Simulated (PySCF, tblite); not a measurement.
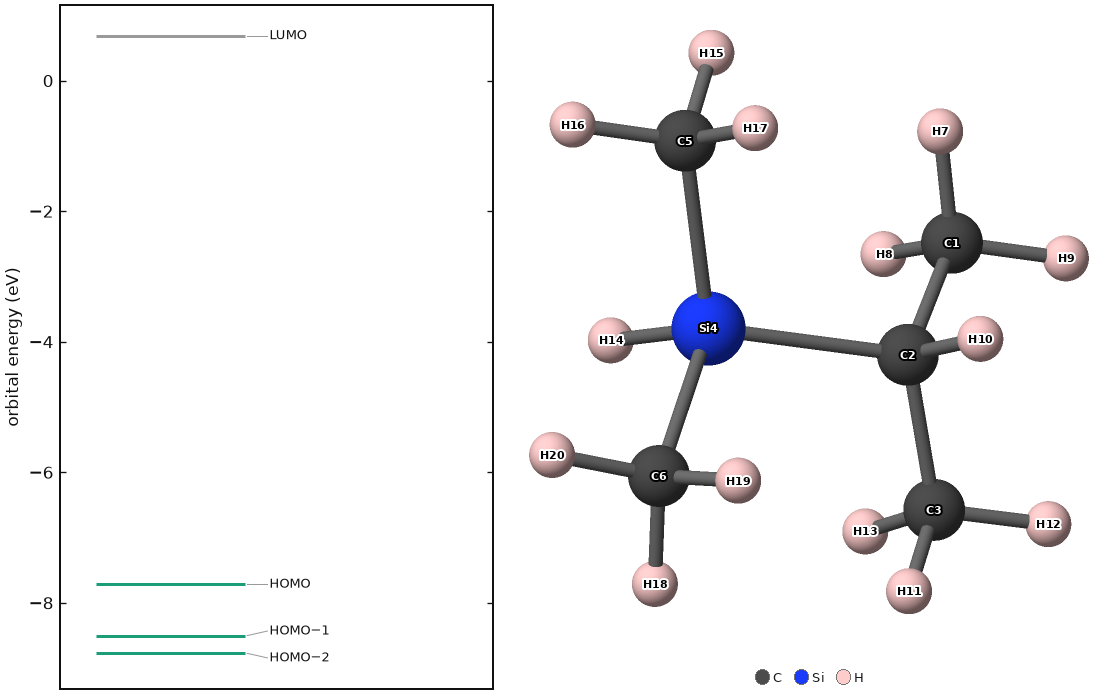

C₅H₁₄Si, SMILES CC(C)[SiH](C)C. Kohn-Sham orbital energies near the frontier, PBE0/def2-SVPD, PySCF 2.14.0, at a GFN2-xTB geometry (a minimum by its frequencies), isolated molecule; empty levels in grey, levels within 0.03 eV side by side.

Q: Where do the frontier orbitals lie?

A: HOMO at −7.71 eV, LUMO at 0.69 eV, 8.40 eV apart.

Q: How far below the HOMO does the next level lie?

A: 0.79 eV.

Q: List the levels with the atoms that carry most of them (a dash for levels above zero or within 0.03 eV of another, where shares mean little).

A:
| orbital | energy (eV) | Löwdin shares |
| --- | --- | --- |
| LUMO | 0.69 | – |
| HOMO | −7.71 | C2 32 %, Si4 19 %, C1/C3 8 % each |
| HOMO−1 | −8.50 | C5/C6 26 % each, Si4 20 % |
| HOMO−2 | −8.77 | Si4 28 %, H14 26 %, C6/C5 12 % each |

Note: the tight-binding geometry is rougher than a DFT one and adds to the error; one conformer of a flexible molecule; empty levels above zero depend strongly on the basis.
